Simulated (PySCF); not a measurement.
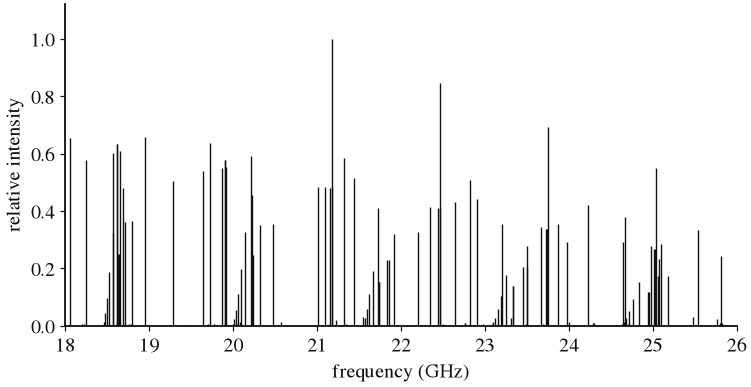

C₈H₉FO, SMILES C=C1C(=C)C(OCC)=C1F. Simulated rotational absorption lines between 18 and 26 GHz at 3 K: rigid rotor with the equilibrium constants and dipole of one optimised conformer (PBE0-D3(BJ)/def2-SVP, PySCF 2.14.0), commonest isotopes; no centrifugal distortion, hyperfine structure, internal rotation or nuclear-spin weights; lines within 1 MHz of each other are summed.

Question: What are the rotational constants, and what kind of rotor is it?

Answer: Rotational constants A, B, C = 2.273, 0.8853, 0.6423 GHz; Ray's κ = −0.70, an asymmetric top on the prolate side.

Question: Which dipole components drive the lines?

Answer:
|μa|, |μb|, |μc| = 2.05, 0.21, 0.01 D; a-type lines carry 99 % of the intensity in this range.

Known limits of this run: coarse grid, loose stop and no frequency check, small forces are noise and the end may be a saddle.
